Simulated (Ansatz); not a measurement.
**Molecular dynamics of BHF₄ (part 1 of 4)**

BHF₄, computed with RHF/6-31G* (Ansatz 0.2.0).

It belongs to a series of runs on one base structure; here: dynamics from the start. Figures and captions count atoms from 1; the log counts them from 0 in places.

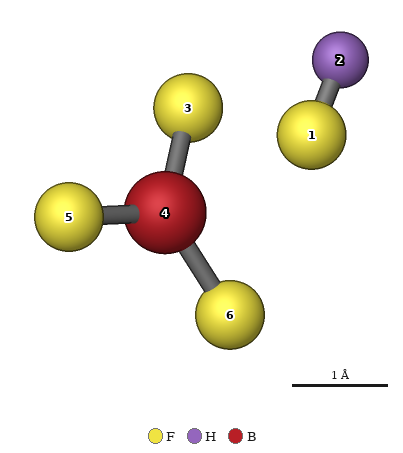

**Figure 1.** The starting structure (ball-and-stick view, seen at a tilt; atoms are numbered from 1 in the order of the input). Bond lengths as drawn: B–F 1.30 to 1.31 Å and F–H 0.91 Å.

## Results in brief

```tsv
quantity	value
outcome	finished
mean temperature over the second half	157 K
trajectory	300 steps, 150 fs
ensemble	nve
temperature in the input	300.0 K
time step	0.5 fs
potential energy (last step)	−11515.9459 eV
mean-field energy (last step)	−11515.9459 eV
largest force (length of the vector) (last step)	0.946 eV/Å
hardware	1 thread of Intel Xeon (Sapphire Rapids), 10 GiB of memory available, shared host
wall time	3.1 min
peak memory	0.25 GiB
```

## Notes

So short a trajectory is not equilibrated.

## The input
```yaml
crystal:
  periodic: [false, false, false]
  atoms:
    - { symbol: F, position_ang: [-0.05897, -0.398973, -1.527808] }
    - { symbol: H, position_ang: [0.11543, 0.419997, -1.896586] }
    - { symbol: F, position_ang: [0.295049, 1.221143, 0.533949] }
    - { symbol: B, position_ang: [-0.016613, -0.018858, 0.82306] }
    - { symbol: F, position_ang: [0.929726, -0.881252, 1.060634] }
    - { symbol: F, position_ang: [-1.264722, -0.341956, 1.006752] }
basis:
  gaussian: { orbitals: "6-31G*" }
hamiltonian:
  xc: hf
md:
  timestep: 0.5
  n_steps: 300
  ensemble: nve
  temperature: 300.0
  initial_velocities: maxwell_boltzmann
  seed: 735601
scf:
  lower_state_search: "off"
```

Run as:
```bash
ansatz run input.yaml --threads 1 --pin off --max-ram 2048MiB --backend cpu --events-out ev --progress --plain --runs-dir out
```

## Log
```
Engine: ansatz 0.2.0, x86_64-unknown-linux-gnu
Functional definition: HF
  exchange = exact_x
  correlation = 0
these checks for a lower state are left out or cut short: stability, starts, cluster_reference, orbital_swaps, neighbouring_geometries, increment
732 factors; integrals over basis functions are off by at most 3.4e-4 eV
mean field evaluation 1: about -11513.2631 eV, gradient 4.0e1 eV
mean field evaluation 2: about -11513.3093 eV, gradient 4.1e1 eV
mean field evaluation 4: about -11516.0459 eV, gradient 2.2e0 eV
mean field evaluation 8: about -11516.0629 eV, gradient 1.2e-1 eV
mean field -11516.06297921 eV, -423.2075086180 hartree, gradient 6.5e-6 eV, S^2 0.000000; 0 other end points of the search recorded, 0 dependent functions left out
the calculation of the forces begins
reference -11516.06297921 eV, -423.2075086180 hartree; 21, 21 occupied and 56, 56 virtual orbitals, 732 factors
md step     0: t =     0.00 fs  T =   300.0 K  F+E_penalty+E_count = -11516.06297921 eV  E_kin = 0.155112 eV  conserved = -11515.90786721 eV  (20 SCF iters)
these checks for a lower state are left out or cut short: stability, starts, cluster_reference, orbital_swaps, neighbouring_geometries, increment
732 factors; integrals over basis functions are off by at most 3.4e-4 eV
mean field evaluation 16: about -11516.0618 eV, gradient 2.0e-3 eV
mean field -11516.06180832 eV, -423.2074655889 hartree, gradient 3.6e-6 eV, S^2 0.000000; 0 other end points of the search recorded, 0 dependent functions left out
the calculation of the forces begins
reference -11516.06180832 eV, -423.2074655889 hartree; 21, 21 occupied and 56, 56 virtual orbitals, 732 factors
md step     1: t =     0.50 fs  T =   297.8 K  F+E_penalty+E_count = -11516.06180832 eV  E_kin = 0.153994 eV  conserved = -11515.90781401 eV  (15 SCF iters)
[... from here on the SCF iterations and repeated set-up lines of each step are left out, up to the last step ...]
md step     2: t =     1.00 fs  T =   292.1 K  F+E_penalty+E_count = -11516.05876477 eV  E_kin = 0.151053 eV  conserved = -11515.90771155 eV  (15 SCF iters)
md step     3: t =     1.50 fs  T =   285.7 K  F+E_penalty+E_count = -11516.05535280 eV  E_kin = 0.147725 eV  conserved = -11515.90762757 eV  (14 SCF iters)
md step     4: t =     2.00 fs  T =   280.8 K  F+E_penalty+E_count = -11516.05281419 eV  E_kin = 0.145194 eV  conserved = -11515.90762021 eV  (14 SCF iters)
md step     5: t =     2.50 fs  T =   277.7 K  F+E_penalty+E_count = -11516.05126503 eV  E_kin = 0.143574 eV  conserved = -11515.90769112 eV  (14 SCF iters)
md step     6: t =     3.00 fs  T =   274.4 K  F+E_penalty+E_count = -11516.04967151 eV  E_kin = 0.141887 eV  conserved = -11515.90778417 eV  (14 SCF iters)
md step     7: t =     3.50 fs  T =   268.5 K  F+E_penalty+E_count = -11516.04667968 eV  E_kin = 0.138848 eV  conserved = -11515.90783196 eV  (14 SCF iters)
md step     8: t =     4.00 fs  T =   258.8 K  F+E_penalty+E_count = -11516.04162396 eV  E_kin = 0.133820 eV  conserved = -11515.90780418 eV  (14 SCF iters)
md step     9: t =     4.50 fs  T =   246.2 K  F+E_penalty+E_count = -11516.03499113 eV  E_kin = 0.127271 eV  conserved = -11515.90772056 eV  (14 SCF iters)
md step    10: t =     5.00 fs  T =   233.0 K  F+E_penalty+E_count = -11516.02812507 eV  E_kin = 0.120495 eV  conserved = -11515.90763012 eV  (14 SCF iters)
md step    11: t =     5.50 fs  T =   222.2 K  F+E_penalty+E_count = -11516.02246812 eV  E_kin = 0.114888 eV  conserved = -11515.90758057 eV  (14 SCF iters)
md step    12: t =     6.00 fs  T =   215.1 K  F+E_penalty+E_count = -11516.01880912 eV  E_kin = 0.111213 eV  conserved = -11515.90759610 eV  (14 SCF iters)
md step    13: t =     6.50 fs  T =   211.3 K  F+E_penalty+E_count = -11516.01689955 eV  E_kin = 0.109232 eV  conserved = -11515.90766796 eV  (14 SCF iters)
md step    14: t =     7.00 fs  T =   208.6 K  F+E_penalty+E_count = -11516.01559431 eV  E_kin = 0.107837 eV  conserved = -11515.90775761 eV  (15 SCF iters)
md step    15: t =     7.50 fs  T =   204.3 K  F+E_penalty+E_count = -11516.01346165 eV  E_kin = 0.105649 eV  conserved = -11515.90781312 eV  (15 SCF iters)
md step    16: t =     8.00 fs  T =   196.9 K  F+E_penalty+E_count = -11516.00959443 eV  E_kin = 0.101797 eV  conserved = -11515.90779698 eV  (15 SCF iters)
md step    17: t =     8.50 fs  T =   186.6 K  F+E_penalty+E_count = -11516.00418378 eV  E_kin = 0.096469 eV  conserved = -11515.90771436 eV  (15 SCF iters)
md step    18: t =     9.00 fs  T =   175.6 K  F+E_penalty+E_count = -11515.99843278 eV  E_kin = 0.090814 eV  conserved = -11515.90761875 eV  (14 SCF iters)
md step    19: t =     9.50 fs  T =   166.7 K  F+E_penalty+E_count = -11515.99374794 eV  E_kin = 0.086169 eV  conserved = -11515.90757866 eV  (14 SCF iters)
md step    20: t =    10.00 fs  T =   160.7 K  F+E_penalty+E_count = -11515.99071925 eV  E_kin = 0.083095 eV  conserved = -11515.90762420 eV  (14 SCF iters)
md step    21: t =    10.50 fs  T =   156.6 K  F+E_penalty+E_count = -11515.98867499 eV  E_kin = 0.080953 eV  conserved = -11515.90772157 eV  (14 SCF iters)
md step    22: t =    11.00 fs  T =   151.6 K  F+E_penalty+E_count = -11515.98618099 eV  E_kin = 0.078380 eV  conserved = -11515.90780130 eV  (15 SCF iters)
md step    23: t =    11.50 fs  T =   143.6 K  F+E_penalty+E_count = -11515.98207487 eV  E_kin = 0.074263 eV  conserved = -11515.90781179 eV  (15 SCF iters)
md step    24: t =    12.00 fs  T =   132.5 K  F+E_penalty+E_count = -11515.97624770 eV  E_kin = 0.068497 eV  conserved = -11515.90775044 eV  (14 SCF iters)
md step    25: t =    12.50 fs  T =   120.0 K  F+E_penalty+E_count = -11515.96969245 eV  E_kin = 0.062036 eV  conserved = -11515.90765612 eV  (14 SCF iters)
md step    26: t =    13.00 fs  T =   108.9 K  F+E_penalty+E_count = -11515.96390993 eV  E_kin = 0.056329 eV  conserved = -11515.90758048 eV  (14 SCF iters)
md step    27: t =    13.50 fs  T =   101.6 K  F+E_penalty+E_count = -11515.96010180 eV  E_kin = 0.052541 eV  conserved = -11515.90756071 eV  (14 SCF iters)
md step    28: t =    14.00 fs  T =    98.6 K  F+E_penalty+E_count = -11515.95858170 eV  E_kin = 0.050977 eV  conserved = -11515.90760424 eV  (14 SCF iters)
md step    29: t =    14.50 fs  T =    98.6 K  F+E_penalty+E_count = -11515.95865796 eV  E_kin = 0.050972 eV  conserved = -11515.90768597 eV  (14 SCF iters)
md step    30: t =    15.00 fs  T =    99.2 K  F+E_penalty+E_count = -11515.95903276 eV  E_kin = 0.051274 eV  conserved = -11515.90775828 eV  (14 SCF iters)
md step    31: t =    15.50 fs  T =    98.2 K  F+E_penalty+E_count = -11515.95855086 eV  E_kin = 0.050777 eV  conserved = -11515.90777384 eV  (14 SCF iters)
md step    32: t =    16.00 fs  T =    95.2 K  F+E_penalty+E_count = -11515.95693068 eV  E_kin = 0.049215 eV  conserved = -11515.90771578 eV  (14 SCF iters)
md step    33: t =    16.50 fs  T =    91.7 K  F+E_penalty+E_count = -11515.95501335 eV  E_kin = 0.047396 eV  conserved = -11515.90761707 eV  (14 SCF iters)
md step    34: t =    17.00 fs  T =    90.3 K  F+E_penalty+E_count = -11515.95425537 eV  E_kin = 0.046710 eV  conserved = -11515.90754581 eV  (14 SCF iters)
md step    35: t =    17.50 fs  T =    93.1 K  F+E_penalty+E_count = -11515.95570708 eV  E_kin = 0.048151 eV  conserved = -11515.90755619 eV  (14 SCF iters)
md step    36: t =    18.00 fs  T =    99.7 K  F+E_penalty+E_count = -11515.95920889 eV  E_kin = 0.051565 eV  conserved = -11515.90764388 eV  (14 SCF iters)
md step    37: t =    18.50 fs  T =   107.7 K  F+E_penalty+E_count = -11515.96345548 eV  E_kin = 0.055706 eV  conserved = -11515.90774935 eV  (14 SCF iters)
md step    38: t =    19.00 fs  T =   114.3 K  F+E_penalty+E_count = -11515.96687967 eV  E_kin = 0.059074 eV  conserved = -11515.90780587 eV  (14 SCF iters)
md step    39: t =    19.50 fs  T =   117.7 K  F+E_penalty+E_count = -11515.96865570 eV  E_kin = 0.060870 eV  conserved = -11515.90778595 eV  (14 SCF iters)
md step    40: t =    20.00 fs  T =   118.8 K  F+E_penalty+E_count = -11515.96912519 eV  E_kin = 0.061414 eV  conserved = -11515.90771140 eV  (14 SCF iters)
md step    41: t =    20.50 fs  T =   119.6 K  F+E_penalty+E_count = -11515.96947207 eV  E_kin = 0.061841 eV  conserved = -11515.90763134 eV  (14 SCF iters)
md step    42: t =    21.00 fs  T =   122.6 K  F+E_penalty+E_count = -11515.97096311 eV  E_kin = 0.063371 eV  conserved = -11515.90759202 eV  (14 SCF iters)
md step    43: t =    21.50 fs  T =   128.8 K  F+E_penalty+E_count = -11515.97421992 eV  E_kin = 0.066605 eV  conserved = -11515.90761534 eV  (14 SCF iters)
md step    44: t =    22.00 fs  T =   137.7 K  F+E_penalty+E_count = -11515.97887176 eV  E_kin = 0.071182 eV  conserved = -11515.90769024 eV  (14 SCF iters)
md step    45: t =    22.50 fs  T =   146.9 K  F+E_penalty+E_count = -11515.98373212 eV  E_kin = 0.075955 eV  conserved = -11515.90777677 eV  (15 SCF iters)
md step    46: t =    23.00 fs  T =   154.0 K  F+E_penalty+E_count = -11515.98743047 eV  E_kin = 0.079607 eV  conserved = -11515.90782330 eV  (15 SCF iters)
md step    47: t =    23.50 fs  T =   157.5 K  F+E_penalty+E_count = -11515.98921652 eV  E_kin = 0.081421 eV  conserved = -11515.90779512 eV  (15 SCF iters)
md step    48: t =    24.00 fs  T =   158.2 K  F+E_penalty+E_count = -11515.98948629 eV  E_kin = 0.081784 eV  conserved = -11515.90770237 eV  (14 SCF iters)
md step    49: t =    24.50 fs  T =   158.6 K  F+E_penalty+E_count = -11515.98961692 eV  E_kin = 0.082014 eV  conserved = -11515.90760284 eV  (14 SCF iters)
md step    50: t =    25.00 fs  T =   161.5 K  F+E_penalty+E_count = -11515.99108969 eV  E_kin = 0.083524 eV  conserved = -11515.90756552 eV  (14 SCF iters)
md step    51: t =    25.50 fs  T =   168.0 K  F+E_penalty+E_count = -11515.99446115 eV  E_kin = 0.086845 eV  conserved = -11515.90761643 eV  (14 SCF iters)
md step    52: t =    26.00 fs  T =   176.5 K  F+E_penalty+E_count = -11515.99897719 eV  E_kin = 0.091260 eV  conserved = -11515.90771693 eV  (14 SCF iters)
md step    53: t =    26.50 fs  T =   184.4 K  F+E_penalty+E_count = -11516.00314589 eV  E_kin = 0.095350 eV  conserved = -11515.90779615 eV  (14 SCF iters)
md step    54: t =    27.00 fs  T =   189.5 K  F+E_penalty+E_count = -11516.00579594 eV  E_kin = 0.097991 eV  conserved = -11515.90780541 eV  (14 SCF iters)
md step    55: t =    27.50 fs  T =   191.6 K  F+E_penalty+E_count = -11516.00681867 eV  E_kin = 0.099072 eV  conserved = -11515.90774658 eV  (14 SCF iters)
md step    56: t =    28.00 fs  T =   192.4 K  F+E_penalty+E_count = -11516.00715163 eV  E_kin = 0.099490 eV  conserved = -11515.90766122 eV  (14 SCF iters)
md step    57: t =    28.50 fs  T =   194.5 K  F+E_penalty+E_count = -11516.00814207 eV  E_kin = 0.100541 eV  conserved = -11515.90760098 eV  (14 SCF iters)
md step    58: t =    29.00 fs  T =   199.5 K  F+E_penalty+E_count = -11516.01074120 eV  E_kin = 0.103141 eV  conserved = -11515.90760035 eV  (14 SCF iters)
md step    59: t =    29.50 fs  T =   207.5 K  F+E_penalty+E_count = -11516.01495811 eV  E_kin = 0.107296 eV  conserved = -11515.90766233 eV  (14 SCF iters)
md step    60: t =    30.00 fs  T =   216.7 K  F+E_penalty+E_count = -11516.01981248 eV  E_kin = 0.112055 eV  conserved = -11515.90775711 eV  (14 SCF iters)
md step    61: t =    30.50 fs  T =   224.3 K  F+E_penalty+E_count = -11516.02380793 eV  E_kin = 0.115974 eV  conserved = -11515.90783380 eV  (15 SCF iters)
md step    62: t =    31.00 fs  T =   228.0 K  F+E_penalty+E_count = -11516.02573000 eV  E_kin = 0.117885 eV  conserved = -11515.90784539 eV  (15 SCF iters)
md step    63: t =    31.50 fs  T =   227.4 K  F+E_penalty+E_count = -11516.02536827 eV  E_kin = 0.117588 eV  conserved = -11515.90777993 eV  (15 SCF iters)
md step    64: t =    32.00 fs  T =   224.4 K  F+E_penalty+E_count = -11516.02368737 eV  E_kin = 0.116010 eV  conserved = -11515.90767728 eV  (15 SCF iters)
md step    65: t =    32.50 fs  T =   221.7 K  F+E_penalty+E_count = -11516.02221454 eV  E_kin = 0.114606 eV  conserved = -11515.90760870 eV  (14 SCF iters)
md step    66: t =    33.00 fs  T =   221.2 K  F+E_penalty+E_count = -11516.02197148 eV  E_kin = 0.114348 eV  conserved = -11515.90762389 eV  (14 SCF iters)
md step    67: t =    33.50 fs  T =   222.5 K  F+E_penalty+E_count = -11516.02273719 eV  E_kin = 0.115028 eV  conserved = -11515.90770946 eV  (14 SCF iters)
md step    68: t =    34.00 fs  T =   223.3 K  F+E_penalty+E_count = -11516.02324361 eV  E_kin = 0.115443 eV  conserved = -11515.90780079 eV  (14 SCF iters)
md step    69: t =    34.50 fs  T =   221.1 K  F+E_penalty+E_count = -11516.02213758 eV  E_kin = 0.114303 eV  conserved = -11515.90783429 eV  (14 SCF iters)
md step    70: t =    35.00 fs  T =   215.0 K  F+E_penalty+E_count = -11516.01894223 eV  E_kin = 0.111152 eV  conserved = -11515.90779072 eV  (14 SCF iters)
md step    71: t =    35.50 fs  T =   206.3 K  F+E_penalty+E_count = -11516.01435968 eV  E_kin = 0.106660 eV  conserved = -11515.90769962 eV  (14 SCF iters)
md step    72: t =    36.00 fs  T =   197.7 K  F+E_penalty+E_count = -11516.00982722 eV  E_kin = 0.102214 eV  conserved = -11515.90761352 eV  (14 SCF iters)
md step    73: t =    36.50 fs  T =   191.7 K  F+E_penalty+E_count = -11516.00670332 eV  E_kin = 0.099126 eV  conserved = -11515.90757738 eV  (14 SCF iters)
md step    74: t =    37.00 fs  T =   189.4 K  F+E_penalty+E_count = -11516.00555906 eV  E_kin = 0.097951 eV  conserved = -11515.90760852 eV  (14 SCF iters)
md step    75: t =    37.50 fs  T =   190.0 K  F+E_penalty+E_count = -11516.00590326 eV  E_kin = 0.098213 eV  conserved = -11515.90769000 eV  (14 SCF iters)
md step    76: t =    38.00 fs  T =   190.8 K  F+E_penalty+E_count = -11516.00645194 eV  E_kin = 0.098675 eV  conserved = -11515.90777707 eV  (14 SCF iters)
md step    77: t =    38.50 fs  T =   189.6 K  F+E_penalty+E_count = -11516.00583329 eV  E_kin = 0.098016 eV  conserved = -11515.90781742 eV  (14 SCF iters)
md step    78: t =    39.00 fs  T =   184.9 K  F+E_penalty+E_count = -11516.00339965 eV  E_kin = 0.095618 eV  conserved = -11515.90778150 eV  (14 SCF iters)
md step    79: t =    39.50 fs  T =   177.9 K  F+E_penalty+E_count = -11515.99967054 eV  E_kin = 0.091982 eV  conserved = -11515.90768862 eV  (14 SCF iters)
md step    80: t =    40.00 fs  T =   171.0 K  F+E_penalty+E_count = -11515.99602785 eV  E_kin = 0.088425 eV  conserved = -11515.90760256 eV  (14 SCF iters)
md step    81: t =    40.50 fs  T =   166.6 K  F+E_penalty+E_count = -11515.99375044 eV  E_kin = 0.086162 eV  conserved = -11515.90758817 eV  (14 SCF iters)
md step    82: t =    41.00 fs  T =   165.2 K  F+E_penalty+E_count = -11515.99304887 eV  E_kin = 0.085390 eV  conserved = -11515.90765850 eV  (14 SCF iters)
md step    83: t =    41.50 fs  T =   164.6 K  F+E_penalty+E_count = -11515.99287256 eV  E_kin = 0.085109 eV  conserved = -11515.90776338 eV  (14 SCF iters)
md step    84: t =    42.00 fs  T =   162.1 K  F+E_penalty+E_count = -11515.99165514 eV  E_kin = 0.083824 eV  conserved = -11515.90783094 eV  (14 SCF iters)
md step    85: t =    42.50 fs  T =   155.8 K  F+E_penalty+E_count = -11515.98839288 eV  E_kin = 0.080572 eV  conserved = -11515.90782095 eV  (14 SCF iters)
md step    86: t =    43.00 fs  T =   146.1 K  F+E_penalty+E_count = -11515.98326394 eV  E_kin = 0.075519 eV  conserved = -11515.90774535 eV  (14 SCF iters)
md step    87: t =    43.50 fs  T =   135.0 K  F+E_penalty+E_count = -11515.97745866 eV  E_kin = 0.069807 eV  conserved = -11515.90765134 eV  (14 SCF iters)
md step    88: t =    44.00 fs  T =   125.5 K  F+E_penalty+E_count = -11515.97245577 eV  E_kin = 0.064866 eV  conserved = -11515.90758996 eV  (14 SCF iters)
md step    89: t =    44.50 fs  T =   119.2 K  F+E_penalty+E_count = -11515.96922307 eV  E_kin = 0.061632 eV  conserved = -11515.90759096 eV  (14 SCF iters)
md step    90: t =    45.00 fs  T =   116.2 K  F+E_penalty+E_count = -11515.96774558 eV  E_kin = 0.060095 eV  conserved = -11515.90765104 eV  (14 SCF iters)
md step    91: t =    45.50 fs  T =   114.8 K  F+E_penalty+E_count = -11515.96707843 eV  E_kin = 0.059343 eV  conserved = -11515.90773520 eV  (14 SCF iters)
```
